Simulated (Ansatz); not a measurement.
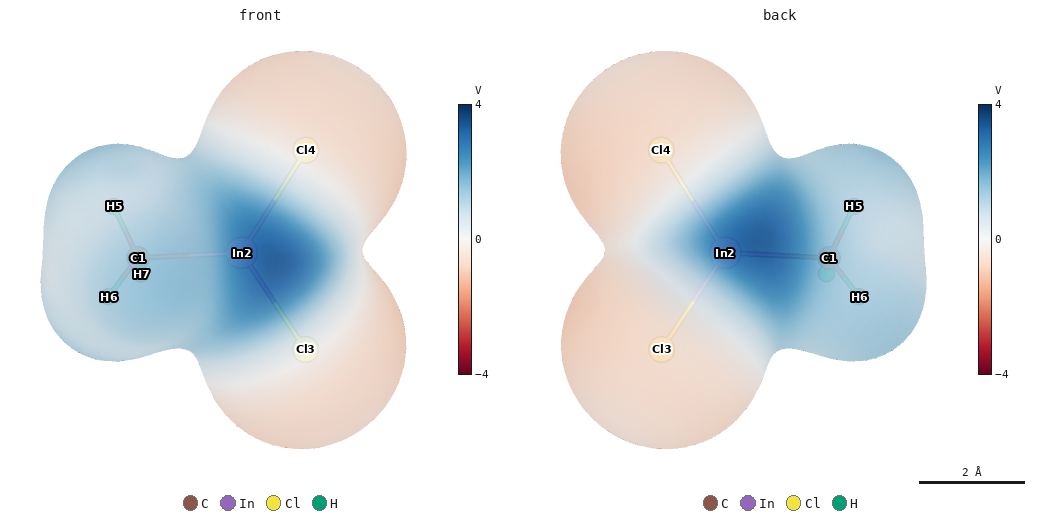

CH3Cl2In. The molecular electrostatic potential painted on the density surface at 0.002 e/bohr³, seen from the front and from behind; the colour scale runs from red (negative) to blue (positive).

Geometry: PBE0-D4/def2-TZVP; core potentials replace the inner electrons of In.

Level of theory: Ansatz, RKS PBE0-D4/def2-TZVPP.

```yaml
atoms:
  - { symbol: C, position_ang: [-0.2323, 1.1035, -0.1124] }
  - { symbol: In, position_ang: [0.1966, -0.9673, 0.1028] }
  - { symbol: Cl, position_ang: [1.9811, -1.8154, 1.3239] }
  - { symbol: Cl, position_ang: [-1.0536, -2.6732, -0.8577] }
  - { symbol: H, position_ang: [-1.2733, 1.2275, -0.4050] }
  - { symbol: H, position_ang: [-0.0369, 1.6091, 0.8321] }
  - { symbol: H, position_ang: [0.4185, 1.5158, -0.8837] }
```

Q: Describe the electrostatic potential map.

A: The most negative region (about −0.9 V) lies over Cl3 and Cl4, the most positive (about +3.3 V) over In2.
